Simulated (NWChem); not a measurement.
# BH2SF (SMILES FBS): PBE/def2-SVPD

Aim: the vertical ionisation energy of BH2SF at PBE/def2-SVPD, from 2 runs. 

Program for the calculation: NWChem 7.3.0.

## Step 1: Starting point

BH2SF has 5 atoms, charge 0, and is taken as a singlet. SMILES: `FBS`. The shape is that of a PBE0-D4/def2-TZVP optimisation. This is one conformer, not always the lowest.

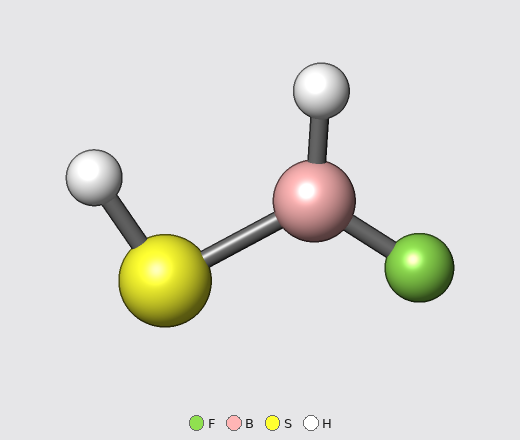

The structure, seen from a chosen angle (fluorine green, boron pink, sulfur yellow, hydrogen white).

## Step 2: A single-point energy at PBE/def2-SVPD

File bfh2s.xyz:

```xyz
5
BFH2S energy
F     -1.119100    -0.905900    -1.069200
B     -0.412800    -0.339100    -0.106100
S      0.972400     0.698600    -0.579400
H     -0.712000    -0.530900     1.033700
H      1.321400     1.003700     0.679600
```

File bfh2s.nw:

```
START bfh2s
TITLE "BFH2S energy"
memory total 2200 mb
charge 0

GEOMETRY units angstroms noautosym nocenter noautoz
  load bfh2s.xyz
END

BASIS spherical bse
  * library def2-SVPD
END

DFT
  xc xpbe96 cpbe96
  grid fine
  convergence energy 1e-08
  iterations 100
  mulliken
  print low
END

TASK dft
```

Launch:

```
nwchem bfh2s.nw > bfh2s.out
```

What it wrote:

```text
[...]
 d= 0,ls=0.0,diis     1   -523.5736301001 -6.10D+02  1.82D-02  5.82D-01     1.1
[...]
 d= 0,ls=0.0,diis    10   -523.6444640139 -7.12D-09  6.23D-07  5.12D-09     8.8
         Total DFT energy =     -523.644464013866
      One electron energy =     -895.069214567871
           Coulomb energy =      325.390148031501
    Exchange-Corr. energy =      -40.601030665223
 Nuclear repulsion energy =       86.635633187726
[...]
      Total Density - Mulliken Population Analysis
     ---------------------------------------------
    Atom       Charge   Shell Charges
 -----------   ------   -------------------------------------------------------
    1 F    9     9.33   1.99  1.15  0.71  0.22  3.36  1.77  0.12  0.01  0.00
    2 B    5     4.84   1.98  0.86  0.09 -0.03  1.57  0.23  0.14  0.02
    3 S   16    16.40   2.00  1.98  1.29  0.53  0.04  5.92  1.85  2.51  0.18  0.05  0.05
    4 H    1     0.69   0.76 -0.08  0.01  0.00
    5 H    1     0.73   0.71 -0.05  0.03  0.05
[...]
```

Wall time 9.6 s (1 thread of Intel Xeon Platinum 8488C (Sapphire Rapids), shared host); peak memory 0.11 GiB.

## Step 3: The doublet cation

File bfh2s.nw:

```
start bfh2s
memory stack 880 mb heap 220 mb global 1100 mb
charge 1
geometry units angstroms noautosym nocenter noautoz
F       -1.119100      -0.905900      -1.069200
B       -0.412800      -0.339100      -0.106100
S        0.972400       0.698600      -0.579400
H       -0.712000      -0.530900       1.033700
H        1.321400       1.003700       0.679600
end
basis spherical bse
* library def2-SVPD
end
dft
xc xpbe96 cpbe96
mult 2
grid fine
convergence energy 1e-08
iterations 100
mulliken
noprint "final vectors analysis"
end
task dft
```

Launch:

```
nwchem bfh2s.nw > bfh2s.out
```

What it wrote:

```text
[...]
          Wavefunction type:  spin polarized.
          No. of atoms     :     5
          No. of electrons :    31
[...]
          Charge           :     1
          Spin multiplicity:     2
[...]
          AO basis - number of functions:    86
[...]
              XC Information
              --------------
          PerdewBurkeErnzerhof Exchange Functional  1.000
            Perdew 1991 LDA Correlation Functional  1.000 local
           PerdewBurkeErnz. Correlation Functional  1.000 non-local
[...]
 d= 0,ls=0.0,diis     1   -522.9771719646 -6.10D+02  2.02D-02  6.09D-01     1.5
[...]
 d= 0,ls=0.5,diis    23   -523.2423207248 -7.72D-09  1.23D-07  5.86D-09    30.0
[...]
         Total DFT energy =     -523.242320729595
      One electron energy =     -885.773807709047
           Coulomb energy =      316.196787952706
    Exchange-Corr. energy =      -40.300934160980
 Nuclear repulsion energy =       86.635633187726
[...]
      Total Density - Mulliken Population Analysis
     ---------------------------------------------
    Atom       Charge   Shell Charges
 -----------   ------   -------------------------------------------------------
    1 F    9     9.23   1.99  1.16  0.71  0.21  3.33  1.71  0.10  0.01  0.01
    2 B    5     4.65   1.98  0.89  0.05 -0.06  1.54  0.14  0.13 -0.02
    3 S   16    15.89   2.00  1.98  1.39  0.48  0.02  5.92  1.77  2.11  0.10  0.05  0.06
    4 H    1     0.63   0.73 -0.11  0.01 -0.00
    5 H    1     0.60   0.68 -0.12  0.03  0.00
[...]
      <S2> =      0.7532 (Exact =     0.7500)
[...]
```

Run time: 32 s. Hardware: 1 thread of Intel Xeon Platinum 8488C (Sapphire Rapids), shared host; peak memory 0.11 GiB.

## Step 4: Summary of results

At PBE/def2-SVPD:

```
                                          quantity          value
                       singlet BH2SF: total energy  -523.64446 Eh
                      doublet cation: total energy  -523.24232 Eh
                              doublet cation: ⟨S²⟩          0.753
vertical ionisation energy (to the doublet cation)      10.943 eV
```

What this shows: The vertical ionisation energy comes to 10.94 eV (1056 kJ/mol). Mulliken charges (singlet BH2SF) run from -0.40 on S3 to +0.31 on H4; in a basis this large or diffuse they mean little. Mulliken charges (doublet cation) run from -0.23 on F1 to +0.40 on H5; in a basis this large or diffuse they mean little.
